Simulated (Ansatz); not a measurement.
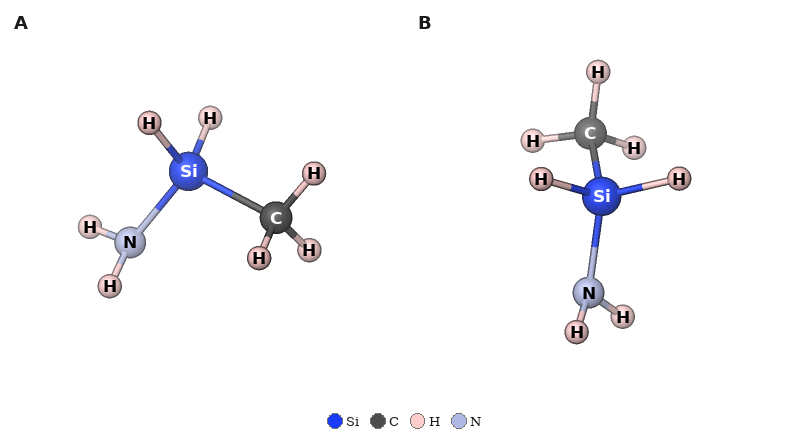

Distant atoms are faded towards the background colour. The computed structure is the end point of a PBE0-D4/def2-TZVP optimisation.

Are A and B the same structure? If not, how do they differ?

Answer. Yes. They are the same structure, CH7NSi, seen from two directions: a rotation takes one into the other. The geometry is chiral (C1), so its mirror image would differ.
